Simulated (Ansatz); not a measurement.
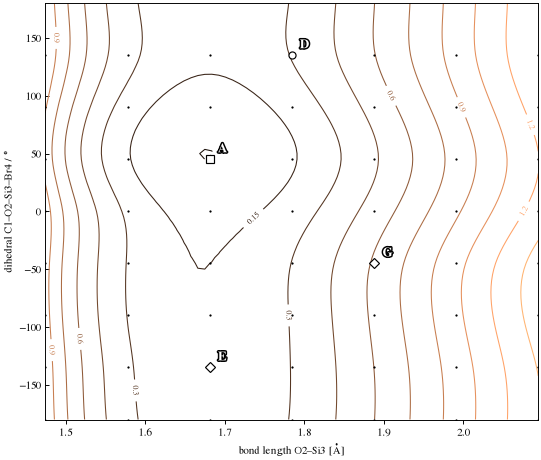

CH₄BrOSi, SMILES CO[SiH]Br, spin multiplicity 2. Coordinates scanned: (1) bond length O2–Si3; (2) dihedral C1–O2–Si3–Br4. Nothing is relaxed (all other coordinates rigid). Grid: 7 × 8 points. Energies are in eV, from the lowest grid point. These are results of UKS PBE-D4/def2-SVP in Ansatz 0.2.0, not measurements.

Drawn: contour lines labelled in eV, dots at the grid points, lettered points. Between grid points the surface is interpolated.

**What kind of point is each of A, D, G: minimum, saddle, maximum or slope?**

A: minimum; D: on a slope; G: on a slope. (In these two coordinates alone; a stationary point may lie a little off the grid point.)

**Rank the lettered points by energy, lowest first.**

A (0.00 eV), E (0.17 eV), D (0.31 eV), G (0.62 eV).
